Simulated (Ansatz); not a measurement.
**AlFH3Si (doublet): density, localisation and related maps**

The calculation's input:

```
crystal:
  periodic: [false, false, false]
  atoms:
    - {symbol: F, position_ang: [0.279823, -1.932644, -0.329856]}
    - {symbol: Si, position_ang: [-1.469935, -0.479565, 0.203124]}
    - {symbol: Al, position_ang: [0.047010, 1.445220, 0.198064]}
    - {symbol: H, position_ang: [-0.183952, -2.735217, -0.360355]}
    - {symbol: H, position_ang: [1.607344, 1.305983, -0.108843]}
    - {symbol: H, position_ang: [-0.544572, 2.895399, 0.513260]}
basis:
  gaussian: {orbitals: def2-TZVPP}
magnetization: {spin_polarized: true, initial_magnetization: 1}
hamiltonian: {xc: pbe0, dispersion: d4}
output: {orbitals: {seedname: orbitals}}
```

Run with:

```sh
ansatz run in.yaml --threads 2 --pin off --events-out ev --progress --plain --max-ram 4352MiB
```

Geometry: PBE0-D4/def2-TZVP; at this geometry the atoms fall into two loosely joined parts.

Method: UKS PBE0-D4/def2-TZVPP in Ansatz 0.2.0.

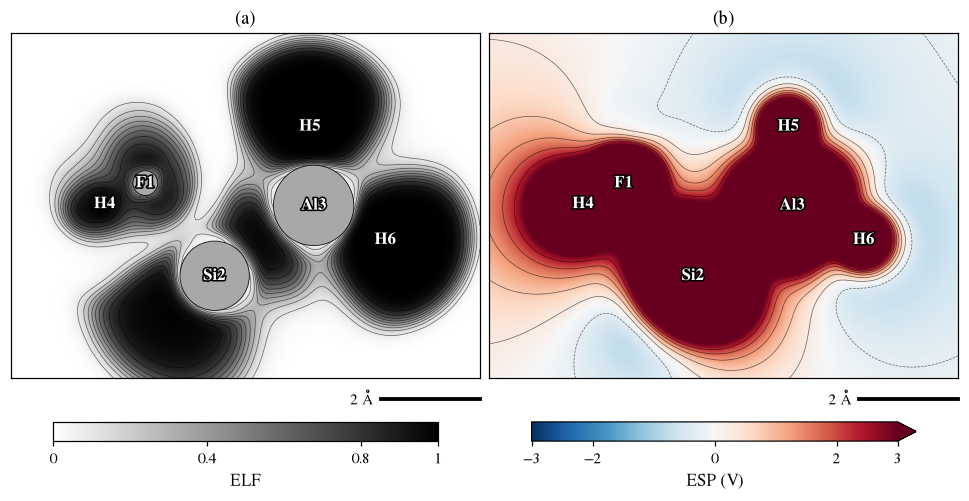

Figure 1. (a) ELF; (b) electrostatic potential on the molecular plane. Grey discs cover the atomic cores in the ELF map.

> What do the fields say about this system?

The plane passes through F, Si, Al and H nuclei.
Al–Si (2.45 Å): the ELF peaks at about 0.95 between the atoms: a covalent bond.
F–H (0.93 Å): the ELF climbs to about 1 towards the hydrogen, as it does in any bond to H; a covalent bond by its length.
Al–H (1.60 Å): the ELF climbs to about 1 towards the hydrogen.
The ELF also peaks beside Si2 and F1, away from the bonds: non-bonding electrons, paired or unpaired.
Outside the dense part of the molecule the potential is most negative (−0.7 V) near Si2.

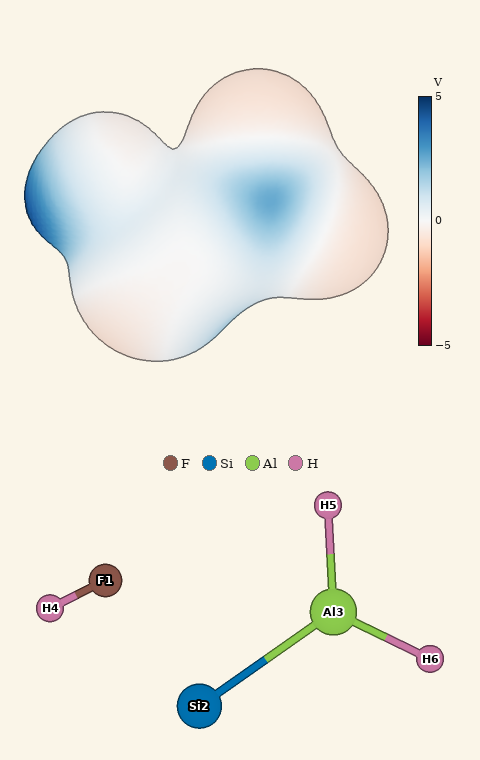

Figure 2. The molecular electrostatic potential painted on the density surface at 0.002 e/bohr³, seen across its widest extent; the colour scale runs from red (negative) to blue (positive). The bare structure is drawn below in the same view.

> Where is the surface potential most negative and most positive?

The most negative region (about −0.7 V) lies over Si2, H5 and H6, the most positive (about +4.4 V) over H4.

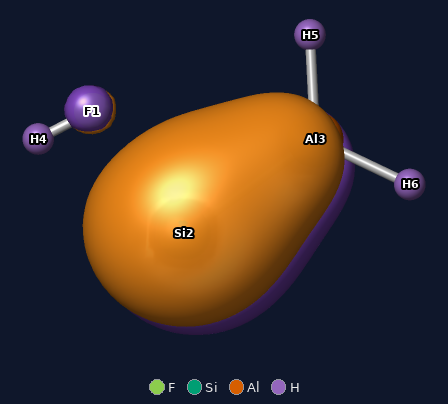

Figure 3. The HOMO (α) at ±0.08 Å⁻³ᐟ² (orange and purple are the two phases), seen across its widest extent.

> Where does this orbital lie, and at what energy?

It lies mainly on Si2 (about 75 %) and Al3 (about 20 %); it changes sign across the molecular plane (π type). Its energy is −5.65 eV.

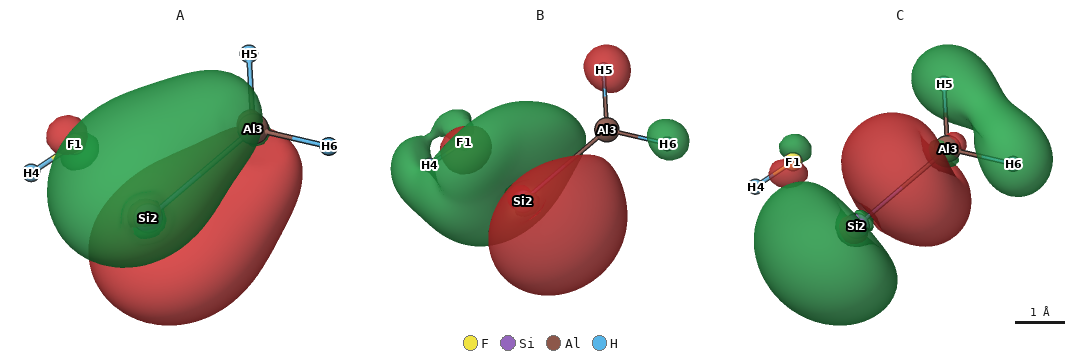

Figure 4. Three frontier orbitals at ±0.08 Å⁻³ᐟ² (green and red are the two phases), in no order.

> Which picture is the HOMO−1, the HOMO and the LUMO? All are α orbitals.

C is the HOMO−1 (α) (−6.08 eV). By Hirshfeld shares it lies mainly on Si2 (about 65 %) and Al3 (about 25 %); it is symmetric in the molecular plane (an in-plane orbital: σ, lone-pair or in-plane π type). A is the HOMO (α) (−5.65 eV). By Hirshfeld shares it lies mainly on Si2 (about 75 %) and Al3 (about 20 %); it changes sign across the molecular plane (π type). B is the LUMO (α) (−2.47 eV). Its weight (Hirshfeld) is mainly on Si2 (about 70 %) and F1 (about 10 %); it is symmetric in the molecular plane (an in-plane orbital: σ, lone-pair or in-plane π type).

> What is the gap between the highest occupied and lowest empty α orbitals?

3.18 eV between the orbital energies.
